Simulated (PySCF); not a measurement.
**C3H9BO2: electronic excitations and core binding energies**

What electronic excitations and core binding energies should C3H9BO2 (`CCB(O)OC`) show?

Computed with PySCF 2.14.0, with density-fitted response routines of our own, on a single molecule in the gas phase. Atoms count from 0, in the outputs and in this text.

### 1 The molecule as given

15 atoms, charge 0, multiplicity 1; geometry from: GFN2-xTB.

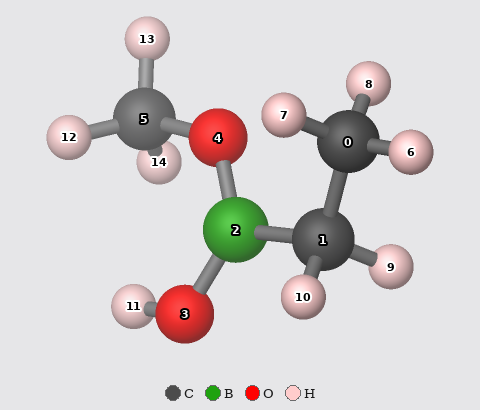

As it starts; carbon dark grey, boron green, oxygen red, hydrogen pink, atoms numbered; sticks join atoms by distance.

### 2 TDDFT and polarisability: PBE0/def2-SVPD

Job settings and geometry (Å):

```
{"job": {"kind": "uv", "xc": "PBE0", "basis": "def2-SVPD", "nstates": 8, "ntriplets": 3}, "charge": 0, "multiplicity": 1}
C      1.900257     1.081434    -0.107894
C      1.503118    -0.390442     0.003746
B     -0.069805    -0.642569     0.132505
O     -0.486000    -1.805954     0.692257
O     -0.910087     0.314106    -0.342275
C     -2.313486     0.211076    -0.307244
H      2.975149     1.182875    -0.244103
H      1.614273     1.620356     0.791651
H      1.394257     1.541885    -0.951592
H      1.864984    -0.917584    -0.882418
H      2.017264    -0.843689     0.852401
H     -1.433634    -1.940060     0.739923
H     -2.680834     0.123796     0.721360
H     -2.715960     1.122800    -0.749798
H     -2.663910    -0.650040    -0.887397
```

Level: TDDFT PBE0/def2-SVPD, vertical, gas phase, core orbitals frozen in the response.

Command:

```sh
$ OMP_NUM_THREADS=1 python probes_run.py task.json out
```

The driver reads the jobs from task.json and runs them one after another.

**Question.** This job is followed by: delta-SCF UKS SCAN, pcX-2 on the ionised atom, pcseg-1 elsewhere, spin-free X2C. What will the session give for the following? lowest singlet (PBE0/def2-SVPD); brightest single state of those computed; lowest triplet; C1s binding energies, SCAN/pcX-2; O1s binding energies, SCAN/pcX-2; B1s binding energies, SCAN/pcX-2.

As calculated:

| quantity | value |
| --- | --- |
| lowest singlet (PBE0/def2-SVPD) | 7.61 eV (163 nm), f = 0.013 |
| brightest single state of those computed | state 7, 8.64 eV, f = 0.027 |
| lowest triplet | 7.44 eV |
| C1s binding energies, SCAN/pcX-2 | C5 292.69, C0 290.05, C1 289.65 eV |
| O1s binding energies, SCAN/pcX-2 | O3 539.02, O4 538.57 eV |
| B1s binding energies, SCAN/pcX-2 | B2 196.83 eV |

**Reading.** The first singlet state (HOMO→LUMO 0.49, HOMO−1→LUMO 0.48) lies at 7.61 eV and is weak; of the 8 states computed, the strongest absorption comes from state 7 at 8.64 eV. The lowest triplet lies 0.16 eV below the lowest singlet (triplets in Tamm-Dancoff, singlets in full TDDFT). States above −ε(HOMO) lie where TDDFT describes them poorly and they hang on the basis; the brightest is among them. C5 (methyl carbon bonded to O) binds its C1s electron 3.04 eV more tightly than C1 (sp3 CH2 bonded to B). O3 (oxygen bonded to B, H) binds its O1s electron 0.45 eV more tightly than O4 (oxygen bonded to C, B).
